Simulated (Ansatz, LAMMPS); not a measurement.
## Localised basis functions on amorphous polyisobutylene (as short chains C22H46) at 500 K (136 atoms)

Wanted: errors and times of a linear-scaling basis for amorphous polyisobutylene (as short chains C22H46) at 500 K (136 atoms). A setting counts as converged where the r.m.s. difference of forces stays under 1 % of the r.m.s. force.

Calculated with Ansatz 0.2.0; Kohn-Sham DFT, PBE+D4, PAW (set soft_2), plane waves.

## (1) Set-up

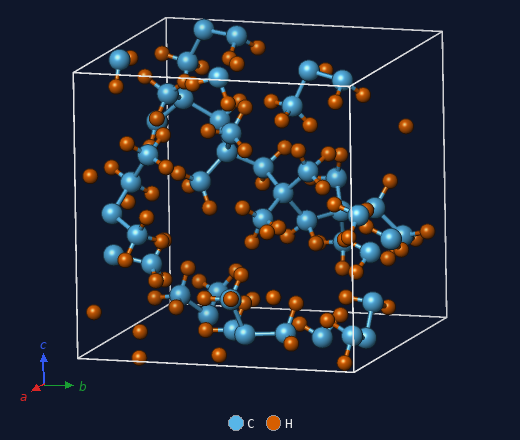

The starting structure, seen slightly off an axis (carbon blue, hydrogen orange). Bonds to atoms that aren't drawn are left out. Some periodic images of atoms are drawn too.

The cell holds 136 atoms: 44 C and 92 H. Its edges and angles: a = 10.986 Å, b = 10.986 Å, c = 10.986 Å, α = 90.0°, β = 90.0°, γ = 90.0°. 2 polyisobutylene chains of 5 units with methyl end groups placed at random, at 0.778 g/cm³; overlaps pushed apart, then 20 ps at 800 K with MMFF94 bonds, angles, torsions, charges and radii (Halgren, J. Comput. Chem. 17, 490 (1996)) in harmonic and 12-6 forms. Snapshot after 30 ps at 500 K and fixed volume.

What the set-up can't give: The network of contacts between molecules at the start is that of the classical potential that made the cell, and needn't be the one that DFT or experiment would give. The density was typed from a rule of thumb and may lie off the real one at this temperature. Only the Γ point is sampled, in a cell whose shortest periodic width is 11 Å.

## (2) The classical run that made the cell

A classical potential makes the cell, at a small fraction of what the same run would cost in DFT.

This step: classical MD, MMFF94 bonds, angles, torsions, charges and radii (Halgren, J. Comput. Chem. 17, 490 (1996)) in harmonic and 12-6 forms; charges of ions scaled by 0.8 (LAMMPS 22 Jul 2025 - Update 4).

Input file in.lmp:

```
# amorphous polyisobutylene
units real
atom_style full
boundary p p p
bond_style harmonic
angle_style harmonic
dihedral_style opls
improper_style harmonic
special_bonds lj 0 0 0.5 coul 0 0 0.75
read_data data.lmp
neigh_modify delay 0 every 1 check yes one 4000
comm_modify cutoff 12.0
timestep 0.5
thermo_style custom step time temp pe press density
thermo_modify norm yes
# push overlapping molecules apart
pair_style soft 2.6
pair_coeff * * 0.0
variable a equal ramp(1,60)
fix ad all adapt 1 pair soft a * * v_a
velocity all create 800 501249 mom yes dist gaussian
fix lim all nve/limit 0.03
fix lan all langevin 800 800 50 501250 zero yes
thermo 1000
run 3000 post no
unfix ad
pair_style lj/cut 9.0
pair_modify mix arithmetic tail yes
pair_coeff 1 1 0.0678 3.3680   # C
pair_coeff 2 2 0.0216 2.5400   # H
thermo 100
minimize 1e-5 1e-3 300 3000
reset_timestep 0
velocity all create 800 501251 mom yes dist gaussian
# [... 13 lines left out ...]
compute msd all msd com yes
thermo 7500
fix md all nvt temp 500 500 100
run 30000 post no
print "== T500: mean square displacement over the hold $(c_msd[4]:%.2f) A^2"
unfix md
uncompute msd
write_dump all custom T500.dump id type xs ys zs modify sort id
```

Run with:

```console
$ lmp -in in.lmp -log none -nocite
```

Numbers of over 12 decimals in the logs are rounded to 6 here.

The log of the run:

```text
LAMMPS (22 Jul 2025 - Update 4)
Reading data file ...
  orthogonal box = (0 0 0) to (10.98597 10.98597 10.98597)
  136 atoms
  orthogonal box = (0 0 0) to (10.98597 10.98597 10.98597)
  134 bonds
  264 angles
  378 dihedrals
   Step          Time           Temp          PotEng         Press         Density
         0   0              800            1.2487049     -19587.819      0.7779994
      1000   500            575.44472      3.8868661      6648.6996      0.7779994
      2000   1000           655.59173      3.9762599      31910.169      0.7779994
      3000   1500           570.20623      4.1564896      31786.277      0.7779994
WARNING: Bond/angle/dihedral extent > half of periodic box length
Loop time of 0.36291 s on 1 MPI rank(s) for 3000 steps with 136 atoms
WARNING: Bond/angle/dihedral extent > half of periodic box length
   Step          Time           Temp          PotEng         Press         Density
[... 16 lines left out ...]
   Step          Time           Temp          PotEng         Press         Density
      2000   1000           611.26337      2.5418274      1296.0783      0.7779994
[... 5 lines left out ...]
WARNING: Bond/angle/dihedral extent > half of periodic box length
Loop time of 8.41674 s on 1 MPI rank(s) for 20000 steps with 136 atoms
WARNING: Bond/angle/dihedral extent > half of periodic box length
   Step          Time           Temp          PotEng         Press         Density
[... 4 lines left out ...]
Loop time of 8.44355 s on 1 MPI rank(s) for 20000 steps with 136 atoms
   Step          Time           Temp          PotEng         Press         Density
[... 2 lines left out ...]
     52500   51500          486.51609      2.220445       1119.8558      0.7779994
     60000   59000          555.20132      2.0325541      7864.5356      0.7779994
     67500   66500          507.73638      2.012481      -971.22418      0.7779994
     72000   71000          497.91314      2.1968465      4442.0694      0.7779994
Loop time of 12.3243 s on 1 MPI rank(s) for 30000 steps with 136 atoms
== T500: mean square displacement over the hold 13.57 A^2
```

Elapsed: 31 s, on 1 thread of Arm Neoverse V2, shared host; peak memory 0.12 GiB.

The input also reads data.lmp (atoms, bonds and types; not printed here).

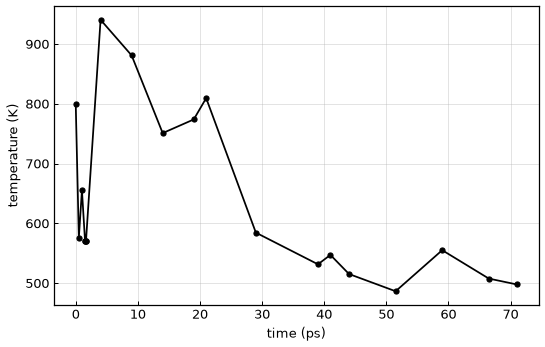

Temperature, plotted against time.

## (3) Plane-wave single point

This run is the reference for what follows, at a cutoff of 420 eV.

Input file input.yaml:

```yaml
crystal:
  lattice:
    - [10.98597, 0.0, 0.0]
    - [0.0, 10.98597, 0.0]
    - [0.0, 0.0, 10.98597]
  atoms:
    - { symbol: C, position: [0.13909, 0.89316, 0.30712] }
    - { symbol: C, position: [0.16331, 0.80153, 0.40416] }
    - { symbol: C, position: [0.12936, 0.66709, 0.38064] }
    - { symbol: C, position: [0.06062, 0.65191, 0.25855] }
    - { symbol: C, position: [0.04685, 0.62537, 0.47779] }
    - { symbol: C, position: [0.24496, 0.58209, 0.36464] }
    - { symbol: C, position: [0.31793, 0.52288, 0.4725] }
    - { symbol: C, position: [0.43622, 0.4877, 0.40268] }
    - { symbol: C, position: [0.35234, 0.62579, 0.56035] }
    - { symbol: C, position: [0.2334, 0.42431, 0.54071] }
    - { symbol: C, position: [0.29714, 0.31346, 0.6025] }
    - { symbol: C, position: [0.34744, 0.23394, 0.50449] }
    - { symbol: C, position: [0.3953, 0.36366, 0.6888] }
    - { symbol: C, position: [0.20242, 0.25871, 0.69187] }
    - { symbol: C, position: [0.2407, 0.13936, 0.76896] }
    - { symbol: C, position: [0.22138, 0.03635, 0.68111] }
    - { symbol: C, position: [0.36564, 0.12593, 0.80942] }
    - { symbol: C, position: [0.15513, 0.1283, 0.88095] }
    - { symbol: C, position: [0.17533, 0.19654, 0.00074] }
    - { symbol: C, position: [0.05264, 0.19189, 0.05759] }
    - { symbol: C, position: [0.21512, 0.32805, 0.99216] }
    - { symbol: C, position: [0.26078, 0.12447, 0.08429] }
    - { symbol: H, position: [0.16968, 0.99304, 0.33246] }
    - { symbol: H, position: [0.04068, 0.90624, 0.27746] }
    - { symbol: H, position: [0.20899, 0.86139, 0.23944] }
    - { symbol: H, position: [0.11854, 0.84269, 0.49188] }
    - { symbol: H, position: [0.26483, 0.80441, 0.41594] }
    - { symbol: H, position: [0.11819, 0.66535, 0.17792] }
    - { symbol: H, position: [0.97617, 0.70447, 0.24291] }
    - { symbol: H, position: [0.03753, 0.5548, 0.2469] }
    - { symbol: H, position: [0.0876, 0.654, 0.56873] }
    - { symbol: H, position: [0.96254, 0.68022, 0.46738] }
    [... 98 atom lines left out ...]
    - { symbol: H, position: [0.79949, 0.36366, 0.93944] }
    - { symbol: H, position: [0.80736, 0.49297, 0.87856] }
    - { symbol: H, position: [0.88397, 0.47317, 0.0122] }
    - { symbol: H, position: [0.52623, 0.43301, 0.96011] }
    - { symbol: H, position: [0.52896, 0.44654, 0.1248] }
    - { symbol: H, position: [0.60075, 0.33003, 0.0385] }
kpoints:
  mp_grid: { grid: [1, 1, 1] }
hamiltonian:
  xc: pbe
  dispersion: d4
scf:
  occupations: { method: fermi_dirac, width: 0.025 }
output:
  forces: true
  stress: true
  populations: true
  dos:
    method: { smearing: { sigma: 0.15 } }
    de: 0.1
    projected: { site_lists: { C: [C], H: [H] } }
  eigenvalues: true
  write_density: true
  write_potential: true
  volumetric_format: npy
```

Run with:

```console
$ ansatz run input.yaml --threads 4 --pin off --max-ram 8192MiB --backend cpu --events-out ev --progress --plain --runs-dir out
```

The log of the run:

```text
Engine: ansatz 0.2.0, aarch64-unknown-linux-gnu
Pseudopotentials: kind: paw
Pseudopotential: C, paw, valence charge 4, recommended cutoff 420 eV (normal), C.paw.azcp
Pseudopotential: H, paw, valence charge 1, recommended cutoff 420 eV (normal), H.paw.azcp
Functional definition: PBE
  parameter kappa = 0.804
  parameter beta = 0.066725
  exchange = pbe_x(kappa = kappa, mu = beta*pi^2/3)
  correlation = pbe_c(beta = beta)
Crystal: 136 atoms, lattice volume = 1325.914 Å³
Basis set: ecut = 420 eV, 25821 PW (Γ), exchange–correlation on 150×150×150 points (8 copies of the dense FFT grid, shifted against one another)
Bands: 270, of which v1, the nominal top of the filled ones, is band 134 counted from 1 (133 counted from 0)
Symmetry: 1 space group operations
Space group: P1 (ITA 1), of the structure as read, at distance tolerance 1.1e-4 Å
k-points: 1
Non-local potential: C, projectors of the file, l = 0: 2, l = 1: 2, l = 2: 1
Non-local potential: H, projectors of the file, l = 0: 2, l = 1: 1
PAW form: soft (Blöchl's): semilocal exchange-correlation on the pseudo side does not see the compensation charge
PAW one-centre angular grid: C, 110 points (default); XC on 64 Gauss nodes
PAW one-centre angular grid: H, 110 points (default); XC on 64 Gauss nodes
Initial density: superposition of atomic densities (neutral atoms: chi_scale 0, normalization atom), corrected by the library's trained network
Initial wavefunctions: pseudopotential atomic-orbital guess
Functional: x = pbe(κ = 0.804, μ = 0.219515), c = pbe(β = 0.066725)
SCF iter   1: F=—  HF=-12520.415008 eV  |F-HF|=—  |Δ(HF+E_count)|=         —  Δρ=4.50e-3  dr2=3.18e-1  ethr=1.77e-3  ⟨swp⟩=6.0  Hψ=1284  notcnv=0  defer=42
preconditioner: auto → Resta (q_TF=auto, 2.090 Å⁻¹)  ε∞=2.2  [insulator: Δε(μ)=4.851 eV  Ē_g=15.390 eV  σ=0.025 eV  W_gap=1.00  n_scr=202 (ndim 8)  ℏωp=16.7 eV  f_vac=0.279  D(μ)=0.00/eV (n_scr^D=0)  ε∞_Penn≈2.2]
SCF iter   2: F=—  HF=-12520.387959 eV  |F-HF|=—  |Δ(HF+E_count)|=   2.70e-2  Δρ=1.85e-3  dr2=6.16e-2  ethr=1.18e-4  ⟨swp⟩=3.0  Hψ=451  notcnv=0  defer=130
SCF iter   3: F=—  HF=-12520.407268 eV  |F-HF|=—  |Δ(HF+E_count)|=   1.93e-2  Δρ=6.95e-4  dr2=9.83e-3  ethr=2.30e-5  ⟨swp⟩=3.0  Hψ=280  notcnv=0  defer=130
SCF iter   4: F=—  HF=-12520.412203 eV  |F-HF|=—  |Δ(HF+E_count)|=   4.94e-3  Δρ=1.85e-4  dr2=8.82e-4  ethr=3.67e-6  ⟨swp⟩=3.0  Hψ=252  notcnv=0  defer=130
SCF iter   5: F=—  HF=-12520.412700 eV  |F-HF|=—  |Δ(HF+E_count)|=   4.97e-4  Δρ=7.19e-5  dr2=1.16e-4  ethr=3.29e-7  ⟨swp⟩=3.0  Hψ=281  notcnv=0  defer=130
SCF iter   6: F=—  HF=-12520.412647 eV  |F-HF|=—  |Δ(HF+E_count)|=   5.27e-5  Δρ=2.27e-5  dr2=9.77e-6  ethr=4.33e-8  ⟨swp⟩=2.0  Hψ=279  notcnv=0  defer=130
SCF iter   7: F=—  HF=-12520.411383 eV  |F-HF|=—  |Δ(HF+E_count)|=   1.26e-3  Δρ=6.64e-6  dr2=8.94e-7  ethr=3.64e-9  ⟨swp⟩=2.0  Hψ=397  notcnv=0  defer=130
SCF iter   8: F=—  HF=-12520.411383 eV  |F-HF|=—  |Δ(HF+E_count)|=   3.52e-7  Δρ=2.79e-6  dr2=1.45e-7  ethr=3.33e-10  ⟨swp⟩=2.0  Hψ=273  notcnv=0  defer=130
SCF iter   9: F=-12520.411383 eV  HF=-12520.411383 eV  |F-HF|=4.83e-9  |Δ(HF+E_count)|=   1.05e-8  Δρ=7.14e-7  dr2=9.71e-9  ethr=3.73e-11  ⟨swp⟩=21.0  Hψ=2369  notcnv=0
SCF 1 converged in 9 iterations: F = -12520.411383 eV  dr2 = 9.71e-9
  greatest PAW one-centre occupation: 0.680 electrons in one spin orbital (limit 2), on the C atom at site 76 (counted from 0), in its partial waves of l = 0
WARN: The output density's exchange-correlation potential varies sharply where the density is thin. Do not read a vacuum level from v_tot or v_xc, or from such a field of the output density. On a cell that repeats whose density bears no net charge and no dipole along the vacuum's axis use v_es (v_loc + v_h of the components); [...]
SCF converged after 9 iterations
Free energy (F): -12520.411383 eV
Harris-Foulkes:  -12520.411383 eV  (|F-HF|=4.83e-9)
Internal energy: -12520.411383 eV  (E = F + TS)
E sigma→0 (E₀):  -12520.411383 eV
Fermi energy:    0.631787 eV
--- Per-component energies (eV) ---
  E_band       = -1961.556048
  E_kinetic    = 5344.410864
  E_local      = -20036.928809  (includes V_loc(G=0)·N_el)
  E_nonlocal   = 1349.980560
  E_hartree    = 7735.352514
  E_xc         = -2970.413418
  E_vxc        = -3721.831683  (∫ρ·V_xc dr)
  E_paw        = -4426.172138  (= ΣΔE_a)
  E_vpaw       = -367.761657  (= ΣTr[D̂ρ^β])
  E_aug_tail   = -0.129110  (compensation charges beyond the density's cutoff)
  E_ewald      = 489.628125
  E_disp       = -6.139971  (pairwise vdW)
  E_smearing   = -0.000000  (= −TS)
  E_closure    = -0.000000  (closes the sum)
  Σ components = -12520.411383   (vs F -12520.411383, Δ=0.00e0)
--- Forces (eV/Å), atoms counted from 1 ---
  atom   1  C      0.68236427     1.95631070    -1.02601365
  atom   2  C      0.35220632     1.16854351     2.51557664
  atom   3  C      0.57236173    -0.55043599    -1.72131866
  atom   4  C     -0.01158784    -0.71711629    -0.76969903
  atom   5  C     -1.33213030    -0.82559608     1.52803158
  atom   6  C     -0.03642340     0.28724552    -0.95762953
  atom   7  C     -0.01299582     1.06666597    -0.23948934
  atom   8  C     -1.83440266    -2.44074721    -0.02490526
  atom   9  C     -3.45353803     0.69961209     0.53312317
  atom  10  C      1.07370737     1.37344480    -0.24540203
  atom  11  C     -1.03300356     2.10108867     0.70180935
  atom  12  C      0.05092325    -1.62819427     0.66318103
  atom  13  C     -2.61643179     3.12954205    -1.16298838
  atom  14  C      0.82692223    -0.51193779     0.81876454
[...]
atom 135  H     -0.18959568    -0.50199982    -1.04185343
  atom 136  H      0.70247915    -0.97627788     0.37266365
  max |Σ_I F_I| component: 1.81e-5 eV/Å
--- Stress (GPa, compression-positive) ---
        3.370405       0.463074       0.476349
        0.463074       3.595175      -1.576009
        0.476349      -1.576009       0.992467
  P = ⅓ Tr σ = 2.6527 GPa (26.527 kbar)
--- Band table (eV) ---
  k-point 0: bands = ["-16.8944", "-16.8670", "-16.5404", "-16.5147", [... 254 levels ...], "10.8349", "10.9041", "10.9315", "11.0295", "11.0522", "11.0701", "11.1411", "11.1665", "11.2663", "11.2938", "11.3033", "11.3597"]
--- Löwdin populations: 136 sites ---
  site symbol       q [e]
     0      C      4.4123
     1      C      4.2401
     2      C      3.9199
[...]
135      H      0.8070
  spilling = 0.010955 (of n_electrons = 268.000000)
```

Wall time 13 s (4 threads of Arm Neoverse V2, shared host); peak memory 1.3 GiB.

The column dr2 measures how far the density is from self-consistency, as an energy; F and HF (Harris–Foulkes) agree once it is small.

The program notes that the exchange-correlation potential is rough where the density is thin.

The run gave:

```yaml
free_energy: -12520.4114 eV
free_energy_per_atom: -92.0618 eV/atom
scf_cycles: 9
pressure: 2.653 GPa
r_m_s_force_component: 1.087 eV/Å
longest_force: 4.981 eV/Å
fermi_energy: 0.6318 eV
spacing_of_highest_filled_and_lowest_empty_level: 4.764 eV
spilling_of_the_projection: 0.01095
```

The r.m.s. force component of 1.1 eV/Å sets the scale for the differences below.

## (4) Support functions medium

With localised support functions most steps grow linearly with size, though the diagonalisation grows faster unless the density matrix is cut; this run measures error and cost at this size.

This step: Kohn-Sham DFT, PBE+D4, PAW (set soft_2), localised support functions (medium) (Ansatz 0.2.0).

input.yaml, the sections that differ from step 3:

```yaml
scf:
  occupations: { method: fermi_dirac, width: 0.025 }
  eigensolver: { kind: { support_functions: { accuracy: medium } } }
  max_iter: 150
output:
  forces: true
  eigenvalues: true
# crystal, kpoints, hamiltonian: as in step 3
```

The log of the run:

```text
Warning: scf.eigensolver.kind.support_functions: disabling space-group detection — the functions' gradient is summed over unrotated k-points, so no spatial operation reduces the k-mesh or symmetrises the density; time reversal is kept, so that k and −k are solved as one point where they differ and the mesh holds both, and exact exchange and, on two spinor components, a DFT+U term hold to it where the run has them: [...]
settings of this run that can trade accuracy for cost: scf.eigensolver.kind.support_functions [...]
[...]
Crystal: 136 atoms, lattice volume = 1325.914 Å³
Basis set: ecut = 420 eV, 25821 PW (Γ), exchange–correlation on 150×150×150 points (8 copies of the dense FFT grid, shifted against one another)
Bands: 161, of which v1, the nominal top of the filled ones, is band 134 counted from 1 (133 counted from 0)
Symmetry: 1 space group operations
k-points: 1
[...]
SCF iter   1: F=—  HF=-12568.283584 eV  |F-HF|=—  |Δ(HF+E_count)|=         —  Δρ=1.15e-1  dr2=2.07e2  ethr=1.00e-1
[...]
SCF iter  10: F=—  HF=-12520.869693 eV  |F-HF|=—  |Δ(HF+E_count)|=   1.16e-3  Δρ=2.00e-5  dr2=1.21e-5  ethr=3.07e-8  κ⁻¹=2.2e-6(r=7)
SCF iter  11: F=-12520.870462 eV  HF=-12520.870462 eV  |F-HF|=1.89e-7  |Δ(HF+E_count)|=   7.68e-4  Δρ=6.60e-6  dr2=1.55e-6  ethr=4.52e-9
SCF 1 converged in 11 iterations: F = -12520.877466 eV  dr2 = 1.55e-6
[...]
SCF converged after 11 iterations
Stability not checked: this state was not tested for a lower state beside it, because the mixer in use, unlike msr1, does not test its closes by its own steps (another_mixer; see scf.mixing.algorithm and scf.lower_state_search)
Free energy (F): -12520.877466 eV
[...]
Internal energy: -12520.877466 eV  (E = F + TS)
E sigma→0 (E₀):  -12520.877466 eV
Fermi energy:    0.631173 eV
[...]
Σ components = -12520.877466   (vs F -12520.877466, Δ=0.00e0)
--- Forces (eV/Å), atoms counted from 1 ---
  atom   1  C      0.68174298     1.96193028    -1.03431069
  atom   2  C      0.35894435     1.17112853     2.52336807
  atom   3  C      0.57260820    -0.54983087    -1.72150516
  atom   4  C     -0.01535357    -0.71968007    -0.77923098
[...]
atom 136  H      0.69901813    -0.96611423     0.37226557
  max |Σ_I F_I| component: 2.07e-3 eV/Å
--- Band table (eV) ---
[...]
```

Wall time 43 s (4 threads); peak memory 2.4 GiB.

The program notes that the band table was not solved further than the SCF left it and it switched symmetry off.

Keys that differ from the reference: support_functions.accuracy = "medium" and scf.max_iter = 150.

Forces differ from the reference by 6.0 meV/Å r.m.s., 0.55 % of their size, within a tolerance of 1 %; the energy by -3.4 meV/atom. It took 43 s and 11 cycles; the reference's time can't be set against it, since the two runs asked for unlike analyses.

## (5) Support functions low

The cell is solved in localised support functions.

This step: Kohn-Sham DFT, PBE+D4, PAW (set soft_2), localised support functions (low) (Ansatz 0.2.0).

input.yaml, the sections that differ from step 4:

```yaml
scf:
  occupations: { method: fermi_dirac, width: 0.025 }
  eigensolver: { kind: { support_functions: { accuracy: low } } }
  max_iter: 150
# crystal, kpoints, hamiltonian, output: as in step 4
```

The log of the run:

```text
[...]
Crystal: 136 atoms, lattice volume = 1325.914 Å³
Basis set: ecut = 420 eV, 25821 PW (Γ), exchange–correlation on 150×150×150 points (8 copies of the dense FFT grid, shifted against one another)
Bands: 161, of which v1, the nominal top of the filled ones, is band 134 counted from 1 (133 counted from 0)
Symmetry: 1 space group operations
k-points: 1
[...]
SCF iter   1: F=—  HF=-12568.281204 eV  |F-HF|=—  |Δ(HF+E_count)|=         —  Δρ=1.15e-1  dr2=2.07e2  ethr=1.00e-1
[...]
SCF iter   9: F=—  HF=-12520.867713 eV  |F-HF|=—  |Δ(HF+E_count)|=   2.79e-3  Δρ=5.70e-5  dr2=8.24e-5  ethr=2.41e-7  κ⁻¹=2.4e-6(r=7)
SCF iter  10: F=-12520.868962 eV  HF=-12520.868968 eV  |F-HF|=6.62e-6  |Δ(HF+E_count)|=   1.26e-3  Δρ=2.00e-5  dr2=1.21e-5  ethr=3.07e-8
SCF 1 converged in 10 iterations: F = -12520.877464 eV  dr2 = 1.21e-5
[...]
SCF converged after 10 iterations
[...]
Free energy (F): -12520.877464 eV
[...]
Internal energy: -12520.877464 eV  (E = F + TS)
E sigma→0 (E₀):  -12520.877464 eV
Fermi energy:    0.630889 eV
[...]
Σ components = -12520.877464   (vs F -12520.877464, Δ=0.00e0)
--- Forces (eV/Å), atoms counted from 1 ---
  atom   1  C      0.68172014     1.96169916    -1.03410366
  atom   2  C      0.35890571     1.17135804     2.52359371
  atom   3  C      0.57253069    -0.54999058    -1.72154870
  atom   4  C     -0.01520761    -0.71950422    -0.77918157
[...]
atom 136  H      0.69886998    -0.96585633     0.37229926
  max |Σ_I F_I| component: 2.15e-3 eV/Å
--- Band table (eV) ---
[...]
```

Run time: 39 s. Hardware: 4 threads; peak memory 2.3 GiB; 2.5 min of CPU time.

Keys that differ from the reference: support_functions.accuracy = "low" and scf.max_iter = 150.

Forces differ from the reference by 6.1 meV/Å r.m.s., 0.56 % of their size, within a tolerance of 1 %; the energy by -3.4 meV/atom. It took 39 s and 10 cycles; the reference's time can't be set against it, since the two runs asked for unlike analyses.

(Continued in part 2 of 3.)

[Logs are printed without paths, hosts, clocks, repeated set-up lines and the standing remarks that a program may print on its own settings, such as how far it seeks lower states.]

[Hosts, paths, dates, database ids (printed as entryN), source tags and the programs' standing remarks are cut or masked in the printed files.]

[The MMFF94 radii named for the starting cell were scaled by 0.96; in molecules described by MMFF94, hydrogen bound to N, O or S took a small fixed 12-6 site in their place.]
